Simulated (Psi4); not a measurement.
# Energy and gradient calculation of Si4H10 (part 2 of 3)

Continued. System: Si4H10, multiplicity 3, SMILES [SiH3][SiH]([SiH3])[SiH3]. Method: CAM-B3LYP/6-31G*, UKS (Psi4 1.11). The geometry is that of the parent species in another charge or spin state. The geometry comes from this level: PBE0-D4/def2-TZVP.

Geometry of the input (Å):
```
Si -1.5866  0.4498  -1.4682
Si -0.4377  -0.0333  0.5091
Si 1.1240  1.6511  0.9411
Si 0.6600  -2.0859  0.2975
H  -2.5888  -0.6079  -1.7687
H  -2.2875  1.7581  -1.3657
H  -0.6156  0.5179  -2.5936
H  -1.4095  -0.1072  1.6393
H  2.0910  1.7223  -0.1875
H  1.8753  1.3664  2.1933
H  0.4526  2.9720  1.0755
H  1.4045  -2.4175  1.5422
H  1.6287  -2.0082  -0.8292
H  -0.3105  -3.1776  0.0150
```

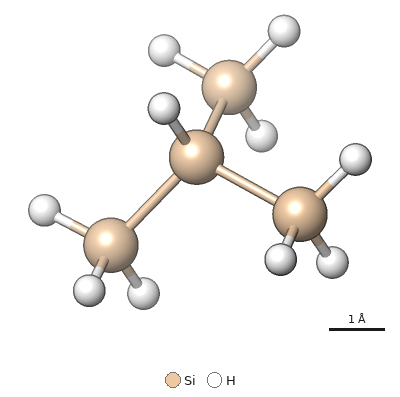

Fig. 1: The structure as given in the input (ball-and-stick view, seen at a tilt).

What the program printed, continued
```
  -Total Gradient:
     Atom            X                  Y                   Z
    ------   -----------------  -----------------  -----------------
       1       -0.018767165447    -0.010672276742     0.074191738966
       2        0.017242552331     0.009916947048    -0.069972635271
       3       -0.002475032355     0.000581808189     0.000127067932
       4       -0.000722805084    -0.002443571427     0.000049148094
       5        0.004424602399    -0.004128189294     0.002477528095
       6       -0.001259536401     0.005904468206     0.002414319777
       7        0.000178008687     0.000091175954    -0.011174767324
       8       -0.000964040289    -0.000583911714     0.009873498180
       9        0.000533788526    -0.001532380318    -0.000915146479
      10       -0.000751593186     0.004864683513    -0.002822781159
      11        0.000418438100    -0.000950256993    -0.000256564334
      12        0.003832500159    -0.003127741406    -0.002838546242
      13       -0.001076394880     0.001242017101    -0.000899032456
      14       -0.000614968130     0.000840185316    -0.000253642881

	total time  =         14 seconds =       0.23 minutes

Properties will be evaluated at   0.000000,   0.000000,   0.000000 [a0]

Properties computed using the CAM-B3LYP density matrix

 Multipole Moments:

 ------------------------------------------------------------------------------------
     Multipole            Electronic (a.u.)      Nuclear  (a.u.)        Total (a.u.)
 ------------------------------------------------------------------------------------

 L = 1.  Multiply by 2.5417464519 to convert [e a0] to [Debye]
 Dipole X            :          0.8905883           -0.9085062           -0.0179179
 Dipole Y            :          0.5111610           -0.5207552           -0.0095942
 Dipole Z            :          0.2168346           -0.3670962           -0.1502616
 Magnitude           :                                                    0.1516300

 L = 2.  Multiply by 1.3450342976 to convert [e a0^2] to [Debye ang]
 Quadrupole XX       :       -256.8888658          211.0088188          -45.8800470
 Quadrupole XY       :        164.7518106         -164.7691638           -0.0173533
 Quadrupole XZ       :        116.2919731         -116.1746334            0.1173397
 Quadrupole YY       :       -449.9824487          404.1230300          -45.8594187
 Quadrupole YZ       :         66.6502987          -66.5865511            0.0637476
 Quadrupole ZZ       :       -499.3884288          451.6005626          -47.7878662
 Traceless XX        :        145.1977153         -144.5686517            0.6290636
 Traceless YY        :        -47.8958676           48.5455595            0.6496919
 Traceless ZZ        :        -97.3018477           96.0230921           -1.2787555

 ------------------------------------------------------------------------------------
  Lowdin Charges: (a.u.)
   Center  Symbol    Alpha    Beta     Spin     Total
       1    SI     7.31045  6.61944  0.69101  0.07011
       2    SI     7.41958  6.67167  0.74791 -0.09126
       3    SI     7.02197  6.88144  0.14053  0.09659
       4    SI     7.02226  6.88115  0.14112  0.09659
       5     H     0.52105  0.48068  0.04038 -0.00173
       6     H     0.52085  0.48078  0.04006 -0.00163
       7     H     0.52086  0.49576  0.02510 -0.01663
       8     H     0.52646  0.49635  0.03011 -0.02281
       9     H     0.51685  0.50890  0.00795 -0.02575
      10     H     0.54081  0.47468  0.06613 -0.01549
      11     H     0.51062  0.51281 -0.00219 -0.02343
      12     H     0.54082  0.47463  0.06619 -0.01544
      13     H     0.51677  0.50890  0.00786 -0.02567
      14     H     0.51064  0.51282 -0.00218 -0.02346

  Total alpha = 34.00000, Total beta = 32.00000, Total charge =  0.00000

  Mayer Bond Indices:

  Total Bond Index:
  Irrep: 1 Size: 14 x 14

                 1                   2                   3                   4                   5

    1     0.00000000000000     0.18934623248292     0.03978117531814     0.04010798642547     0.91842088096779
    2     0.18934623248292     0.00000000000000     0.91832017736663     0.91742838683660     0.02058009248055
    3     0.03978117531814     0.91832017736663     0.00000000000000     0.04026186685399     0.00134156252632
    4     0.04010798642547     0.91742838683660     0.04026186685399     0.00000000000000     0.00921489980494
    5     0.91842088096779     0.02058009248055     0.00134156252632     0.00921489980494     0.00000000000000
    6     0.91878514257036     0.02037467934830     0.00923041207580     0.00133893804598     0.00637550621672
    7     0.92719972163845    -0.00367033840812     0.00270787641438     0.00275201549285     0.01100326019503
    8     0.00503122431542     0.88993574607854     0.00744132410086     0.00746040891435     0.00042072411726
    9     0.00548273671193     0.00003281636709     0.94643987513319     0.00223424765061     0.00029103222887
   10     0.00857147474324     0.02014708078086     0.90353598178634     0.00550729370075    -0.00010958849078
   11     0.00122063488797     0.00871207349145     0.94449610975568     0.00650283148241     0.00007541225618
   12     0.00860521108418     0.02016275049873     0.00550107543983     0.90346815806050     0.00209450087362
   13     0.00544578945208     0.00006204986743     0.00221512532168     0.94653779221271     0.00030215803134
   14     0.00123557253908     0.00866975842474     0.00650965587434     0.94448264765549     0.00001354744624

                 6                   7                   8                   9                  10

    1     0.91878514257036     0.92719972163845     0.00503122431542     0.00548273671193     0.00857147474324
    2     0.02037467934830    -0.00367033840812     0.88993574607854     0.00003281636709     0.02014708078086
    3     0.00923041207580     0.00270787641438     0.00744132410086     0.94643987513319     0.90353598178634
    4     0.00133893804598     0.00275201549285     0.00746040891435     0.00223424765061     0.00550729370075
    5     0.00637550621672     0.01100326019503     0.00042072411726     0.00029103222887    -0.00010958849078
    6     0.00000000000000     0.01100119451396     0.00042005388402     0.00030170240619     0.00209843253786
    7     0.01100119451396     0.00000000000000     0.00417128276232     0.00020641017162     0.00062630354942
    8     0.00042005388402     0.00417128276232     0.00000000000000     0.00381244490538     0.00002921328285
    9     0.00030170240619     0.00020641017162     0.00381244490538     0.00000000000000     0.00790829833127
   10     0.00209843253786     0.00062630354942     0.00002921328285     0.00790829833127     0.00000000000000
   11     0.00001148954141     0.00005029255743     0.00026073614731     0.00460982700017     0.00494234874777
   12    -0.00010898995617     0.00062986535325     0.00002973707330     0.00018676619132     0.00194408520662
   13     0.00028742638796     0.00020782609048     0.00382088174445     0.00011164461733     0.00018546233706
   14     0.00007431856597     0.00005034221501     0.00025975944030     0.00002797712412     0.00003827048216

                11                  12                  13                  14

    1     0.00122063488797     0.00860521108418     0.00544578945208     0.00123557253908
    2     0.00871207349145     0.02016275049873     0.00006204986743     0.00866975842474
    3     0.94449610975568     0.00550107543983     0.00221512532168     0.00650965587434
    4     0.00650283148241     0.90346815806050     0.94653779221271     0.94448264765549
    5     0.00007541225618     0.00209450087362     0.00030215803134     0.00001354744624
    6     0.00001148954141    -0.00010898995617     0.00028742638796     0.00007431856597
    7     0.00005029255743     0.00062986535325     0.00020782609048     0.00005034221501
    8     0.00026073614731     0.00002973707330     0.00382088174445     0.00025975944030
    9     0.00460982700017     0.00018676619132     0.00011164461733     0.00002797712412
   10     0.00494234874777     0.00194408520662     0.00018546233706     0.00003827048216
   11     0.00000000000000     0.00003826769848     0.00002814037172     0.00177113692465
   12     0.00003826769848     0.00000000000000     0.00790184941560     0.00494689789957
   13     0.00002814037172     0.00790184941560     0.00000000000000     0.00461291305869
   14     0.00177113692465     0.00494689789957     0.00461291305869     0.00000000000000

  Alpha Contribution:
  Irrep: 1 Size: 14 x 14

                 1                   2                   3                   4                   5

    1     0.00000000000000     0.08607268767662     0.02530343587717     0.02553198457989     0.45137580573520
    2     0.08607268767662     0.00000000000000     0.51277433856544     0.51216176384338     0.01516188556957
    3     0.02530343587717     0.51277433856544     0.00000000000000     0.02152962764146     0.00190499987910
    4     0.02553198457989     0.51216176384338     0.02152962764146     0.00000000000000     0.00450998343436
    5     0.45137580573520     0.01516188556957     0.00190499987910     0.00450998343436     0.00000000000000
    6     0.45169205922560     0.01501407667143     0.00451368319832     0.00190167169098     0.00024578306459
    7     0.46034815368937    -0.00254273568875     0.00022080815985     0.00022414645793     0.00377578238369
    8     0.00446030336343     0.41937891400236     0.00299945176519     0.00301428277669     0.00016771914345
    9     0.00414151799322    -0.00253738904824     0.47189609436287     0.00196943063684     0.00023757756603
   10     0.00561856757719     0.00470503275277     0.44094518827282     0.00317770987019    -0.00006061749780
   11     0.00102680254546     0.00418538011189     0.46989639168942     0.00417765149853     0.00007056953135
   12     0.00564496054494     0.00471114441265     0.00318064952428     0.44089337859076     0.00092557465617
   13     0.00410320085558    -0.00251306344159     0.00194676682438     0.47201691797491     0.00016064523121
   14     0.00103478853394     0.00415598203050     0.00417806598442     0.46989115170508    -0.00001695359399

                 6                   7                   8                   9                  10

    1     0.45169205922560     0.46034815368937     0.00446030336343     0.00414151799322     0.00561856757719
    2     0.01501407667143    -0.00254273568875     0.41937891400236    -0.00253738904824     0.00470503275277
    3     0.00451368319832     0.00022080815985     0.00299945176519     0.47189609436287     0.44094518827282
    4     0.00190167169098     0.00022414645793     0.00301428277669     0.00196943063684     0.00317770987019
    5     0.00024578306459     0.00377578238369     0.00016771914345     0.00023757756603    -0.00006061749780
    6     0.00000000000000     0.00377385794190     0.00017293082925     0.00016376613597     0.00092353411842
    7     0.00377385794190     0.00000000000000     0.00174156538930     0.00008437985919     0.00003304486613
    8     0.00017293082925     0.00174156538930     0.00000000000000     0.00118559848745     0.00003899067358
    9     0.00016376613597     0.00008437985919     0.00118559848745     0.00000000000000     0.00413182829297
   10     0.00092353411842     0.00003304486613     0.00003899067358     0.00413182829297     0.00000000000000
   11    -0.00001901153560     0.00004159565995     0.00018934124820     0.00217112471934     0.00287012390406
   12    -0.00005999248636     0.00002913013557     0.00003955186447     0.00013989885435     0.00108736173821
   13     0.00023395508737     0.00008410363767     0.00119367746280     0.00009548635281     0.00013768245135
   14     0.00006954704112     0.00004180020278     0.00018877596385     0.00001942951128     0.00003388053929

                11                  12                  13                  14

    1     0.00102680254546     0.00564496054494     0.00410320085558     0.00103478853394
    2     0.00418538011189     0.00471114441265    -0.00251306344159     0.00415598203050
    3     0.46989639168942     0.00318064952428     0.00194676682438     0.00417806598442
    4     0.00417765149853     0.44089337859076     0.47201691797491     0.46989115170508
    5     0.00007056953135     0.00092557465617     0.00016064523121    -0.00001695359399
    6    -0.00001901153560    -0.00005999248636     0.00023395508737     0.00006954704112
    7     0.00004159565995     0.00002913013557     0.00008410363767     0.00004180020278
    8     0.00018934124820     0.00003955186447     0.00119367746280     0.00018877596385
    9     0.00217112471934     0.00013989885435     0.00009548635281     0.00001942951128
   10     0.00287012390406     0.00108736173821     0.00013768245135     0.00003388053929
   11     0.00000000000000     0.00003385479102     0.00001959692836     0.00087751253608
   12     0.00003385479102     0.00000000000000     0.00412098859836     0.00287269459656
   13     0.00001959692836     0.00412098859836     0.00000000000000     0.00217294025098
   14     0.00087751253608     0.00287269459656     0.00217294025098     0.00000000000000

  Beta Contribution:
  Irrep: 1 Size: 14 x 14

                 1                   2                   3                   4                   5

    1     0.00000000000000     0.10327354480630     0.01447773944097     0.01457600184558     0.46704507523258
    2     0.10327354480630     0.00000000000000     0.40554583880119     0.40526662299322     0.00541820691098
    3     0.01447773944097     0.40554583880119     0.00000000000000     0.01873223921253    -0.00056343735278
    4     0.01457600184558     0.40526662299322     0.01873223921253     0.00000000000000     0.00470491637058
    5     0.46704507523258     0.00541820691098    -0.00056343735278     0.00470491637058     0.00000000000000
    6     0.46709308334476     0.00536060267687     0.00471672887748    -0.00056273364500     0.00612972315214
    7     0.46685156794908    -0.00112760271937     0.00248706825454     0.00252786903492     0.00722747781134
    8     0.00057092095199     0.47055683207618     0.00444187233567     0.00444612613766     0.00025300497381
    9     0.00134121871871     0.00257020541533     0.47454378077032     0.00026481701378     0.00005345466285
   10     0.00295290716605     0.01544204802809     0.46259079351352     0.00232958383056    -0.00004897099298
   11     0.00019383234252     0.00452669337955     0.47459971806626     0.00232517998388     0.00000484272484
   12     0.00296025053924     0.01545160608608     0.00232042591556     0.46257477946974     0.00116892621745
   13     0.00134258859650     0.00257511330902     0.00026835849730     0.47452087423780     0.00014151280013
   14     0.00020078400514     0.00451377639424     0.00233158988992     0.47459149595041     0.00003050104023

                 6                   7                   8                   9                  10

    1     0.46709308334476     0.46685156794908     0.00057092095199     0.00134121871871     0.00295290716605
    2     0.00536060267687    -0.00112760271937     0.47055683207618     0.00257020541533     0.01544204802809
    3     0.00471672887748     0.00248706825454     0.00444187233567     0.47454378077032     0.46259079351352
    4    -0.00056273364500     0.00252786903492     0.00444612613766     0.00026481701378     0.00232958383056
    5     0.00612972315214     0.00722747781134     0.00025300497381     0.00005345466285    -0.00004897099298
    6     0.00000000000000     0.00722733657206     0.00024712305478     0.00013793627021     0.00117489841944
    7     0.00722733657206     0.00000000000000     0.00242971737302     0.00012203031243     0.00059325868329
    8     0.00024712305478     0.00242971737302     0.00000000000000     0.00262684641793    -0.00000977739073
    9     0.00013793627021     0.00012203031243     0.00262684641793     0.00000000000000     0.00377647003830
   10     0.00117489841944     0.00059325868329    -0.00000977739073     0.00377647003830     0.00000000000000
   11     0.00003050107701     0.00000869689749     0.00007139489911     0.00243870228083     0.00207222484372
   12    -0.00004899746981     0.00060073521769    -0.00000981479116     0.00004686733697     0.00085672346841
   13     0.00005347130059     0.00012372245280     0.00262720428165     0.00001615826451     0.00004777988570
   14     0.00000477152485     0.00000854201223     0.00007098347645     0.00000854761284     0.00000438994287

                11                  12                  13                  14

    1     0.00019383234252     0.00296025053924     0.00134258859650     0.00020078400514
    2     0.00452669337955     0.01545160608608     0.00257511330902     0.00451377639424
    3     0.47459971806626     0.00232042591556     0.00026835849730     0.00233158988992
    4     0.00232517998388     0.46257477946974     0.47452087423780     0.47459149595041
    5     0.00000484272484     0.00116892621745     0.00014151280013     0.00003050104023
    6     0.00003050107701    -0.00004899746981     0.00005347130059     0.00000477152485
    7     0.00000869689749     0.00060073521769     0.00012372245280     0.00000854201223
    8     0.00007139489911    -0.00000981479116     0.00262720428165     0.00007098347645
    9     0.00243870228083     0.00004686733697     0.00001615826451     0.00000854761284
   10     0.00207222484372     0.00085672346841     0.00004777988570     0.00000438994287
   11     0.00000000000000     0.00000441290746     0.00000854344336     0.00089362438857
   12     0.00000441290746     0.00000000000000     0.00378086081725     0.00207420330301
   13     0.00000854344336     0.00378086081725     0.00000000000000     0.00243997280771
   14     0.00089362438857     0.00207420330301     0.00243997280771     0.00000000000000

  Atomic Valences:

 #  #
 Irrep: 1
      1:    3.069233783137006
      2:    3.010101505615702
      3:    3.827782217967185
      4:    3.827297473136649
      5:    0.970023988654082
      6:    0.970190306138372
      7:    0.956936052546088
      8:    0.923093536766372
      9:    0.971645778839083
     10:    0.955424656995424
     11:    0.972719300862643
     12:    0.955400174838829
     13:    0.971719058908536
     14:    0.972692797650363

  Variable Map:
  ----------------------------------------------------------------------------
  "CURRENT ENERGY"              =>   -1163.656036523287
  "CURRENT REFERENCE ENERGY"    =>   -1163.656036523287
  "DD SOLVATION ENERGY"         =>       0.000000000000
  "DFT FUNCTIONAL TOTAL ENERGY" =>   -1163.656036523286
  "DFT TOTAL ENERGY"            =>   -1163.656036523286
  "DFT VV10 ENERGY"             =>       0.000000000000
  "DFT XC ENERGY"               =>     -66.010361544635
  "GRID ELECTRONS ALPHA"        =>      34.000002434197
  "GRID ELECTRONS BETA"         =>      32.000001941645
  "GRID ELECTRONS TOTAL"        =>      66.000004375841
  "NUCLEAR REPULSION ENERGY"    =>     328.836277362526
  "ONE-ELECTRON ENERGY"         =>   -2265.649986738080
  "PCM POLARIZATION ENERGY"     =>       0.000000000000
  "PE ENERGY"                   =>       0.000000000000
  "SCF ITERATION ENERGY"        =>   -1163.656036523287
  "SCF ITERATIONS"              =>      32.000000000000
  "SCF TOTAL ENERGY"            =>   -1163.656036523287
  "TWO-ELECTRON ENERGY"         =>     839.168034396903
  "XC GRID RADIAL POINTS"       =>      99.000000000000
  "XC GRID SPHERICAL POINTS"    =>     590.000000000000
  "XC GRID TOTAL POINTS"        =>  768647.000000000000

  Array Variable Map:
  ----------------------------------------------------------------------------
  "CAM-B3LYP DIPOLE"            =>      -0.017917936192 ... -0.150261600714 1 by 3
  "CAM-B3LYP QUADRUPOLE"        =>     -45.880046999450 ... -47.787866164736 1 by 6
  "CURRENT DIPOLE"              =>      -0.017917936192 ... -0.150261600714 1 by 3
  "CURRENT GRADIENT"            =>      -0.018767165447 ... -0.000253642881 14 by 3
  "DFT TOTAL GRADIENT"          =>      -0.018767165447 ... -0.000253642881 14 by 3
  "SCF DIPOLE"                  =>      -0.017917936192 ... -0.150261600714 1 by 3
  "SCF TOTAL ENERGIES"          =>   -1163.024755277037 ... -1163.656036523287 1 by 33
  "SCF TOTAL GRADIENT"          =>      -0.018767165447 ... -0.000253642881 14 by 3

    Psi4 run time: 0:01:35.98
```

The run was set up as follows.
